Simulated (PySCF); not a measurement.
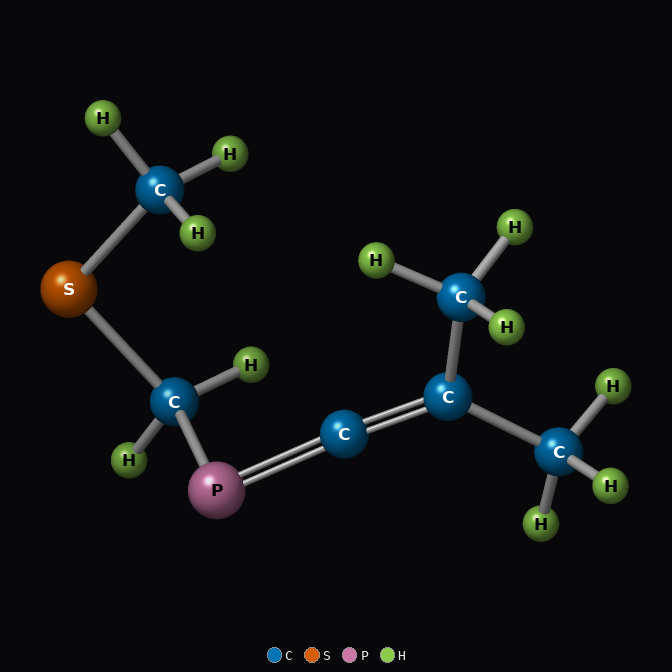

Rendered structure (ball-and-stick style). Double and triple bonds are drawn as two and three sticks.

Computed geometry: PBE0-D3(BJ)/def2-SVP optimisation. No frequency run is at hand to confirm it as a minimum.

Description:

It has 19 atoms: 6 carbon, 11 hydrogen, 1 phosphorus and 1 sulfur (C6H11PS). As SMILES it reads `CSCP=C=C(C)C`. It has no ring. Among its groups: thioether. This geometry has C1 symmetry. Coordination: 4 C tetrahedral; 1 S bent; 1 P bent; 1 C linear; 1 C trigonal planar.

The parts below concern this one geometry. Atoms keep their numbers from picture to picture.

Excitation

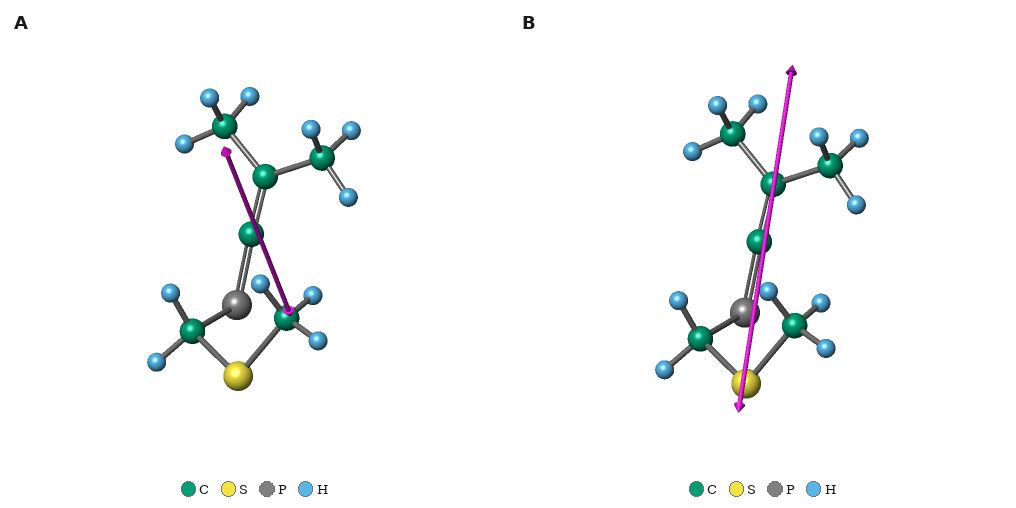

The double arrows show the directions of two transition dipoles from the ground state (lengths mean nothing). No frequency run is at hand to confirm it as a minimum. Level of theory: TDDFT B3LYP/def2-SVPD, vertical, gas phase, core orbitals frozen in the response (PySCF 2.14.0).

One belongs to singlet state 3 and one to singlet state 8. Which is which?

A: state 8, 5.93 eV (209 nm), oscillator strength 0.017, mainly HOMO → LUMO+4 (weight 0.89).
B: state 3, 4.63 eV (268 nm), oscillator strength 0.051, mainly HOMO → LUMO+1 (weight 0.76).

NMR shielding

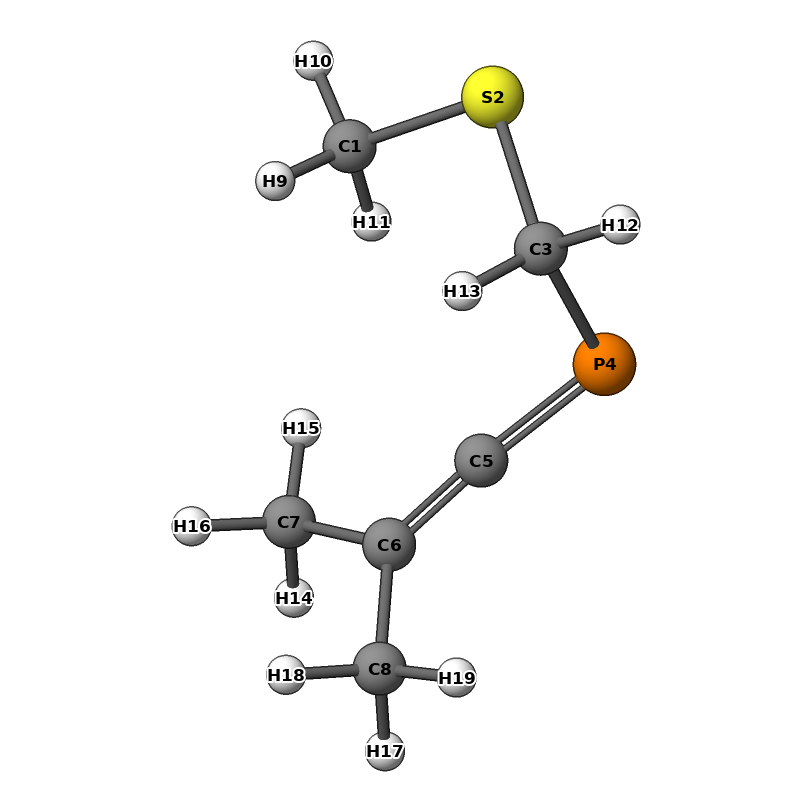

The questions are on isotropic NMR shieldings of the C atoms. No frequency run is at hand to confirm it as a minimum. Method: GIAO PBE0/pcSseg-1 NMR shielding, non-relativistic, gas phase (PySCF 2.14.0).

Which C atom is the most shielded (lowest chemical shift)?

C1 (165.5 ppm).

Which C atom is the least shielded (highest chemical shift)?

C5 (−82.8 ppm).

How wide is the range of C shifts?

248.3 ppm.

Give the isotropic NMR shieldings of the C atoms atom by atom.

| atom | σ (ppm) |
| --- | --- |
| C1 | 165.5 |
| C3 | 144.1 |
| C5 | −82.8 |
| C6 | 60.9 |
| C7 | 159.2 |
| C8 | 160.0 |

Polarisability

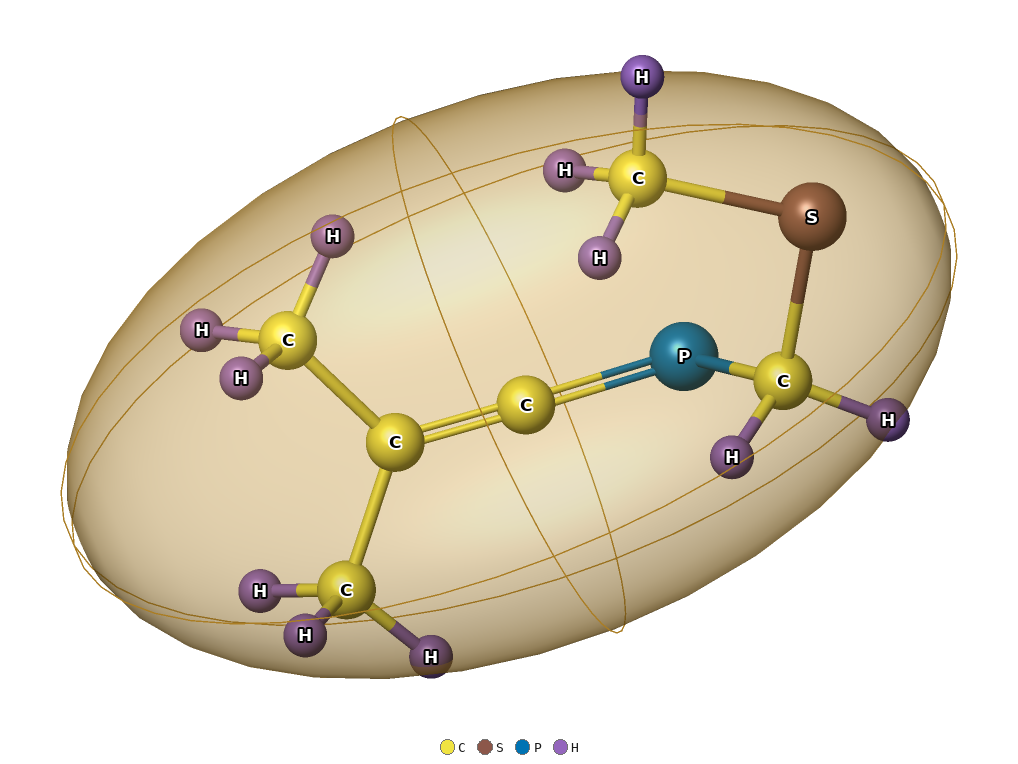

The ellipsoid shows the static dipole polarisability: its half-axes are proportional to the principal values. No frequency run is at hand to confirm it as a minimum. Method: B3LYP/def2-SVPD (PySCF 2.14.0).

How large and how anisotropic is the polarisability?

Principal values 95.7, 118.5, 179.7 bohr³; mean 131.3 bohr³ (19.45 Å³); anisotropy 75.3 bohr³, so the longest axis is 1.88 times the shortest.

Core levels

No frequency run is at hand to confirm it as a minimum. Properties computed with delta-SCF UKS SCAN, pcX-2 on the ionised atom, pcseg-1 elsewhere, spin-free X2C (PySCF 2.14.0).

Give the core-electron binding energies (to vacuum; p and d levels without spin–orbit splitting) of C1 1s, S2 1s, S2 2p, C3 1s, P4 1s, P4 2p, C5 1s, C6 1s, C7 1s.

```tsv
atom	level	binding energy (eV)
C1	1s	291.0
S2	1s	2476.6
S2	2p	169.2
C3	1s	290.6
P4	1s	2149.3
P4	2p	136.0
C5	1s	289.4
C6	1s	290.4
C7	1s	290.8
```
